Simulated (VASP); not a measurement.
Band structure of TlHg (space group Pm-3m). All values below come from PBEsol GGA, VASP's PBE PAW potentials (set 64) (plane waves; VASP).

Unless said otherwise, spin-orbit coupling is left out, though it shifts the bands of the heavy elements here.

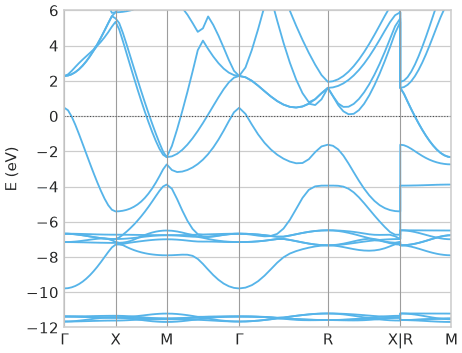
Bands along high-symmetry lines, zero at the valence-band maximum or, without a gap, the Fermi level

Problem. Read the plot: is there a gap, and where are the band edges?

Solution. It has no gap at this level: it comes out as a metal or semimetal. (Edges off the drawn lines would not show.)

The structure comes from a computed database's TlHg entry (Pm-3m); how it stands against other phases isn't given here. It was relaxed first, which changed the volume by -7 %. The electron count is odd and the run is not spin-polarised, which forces a metal.
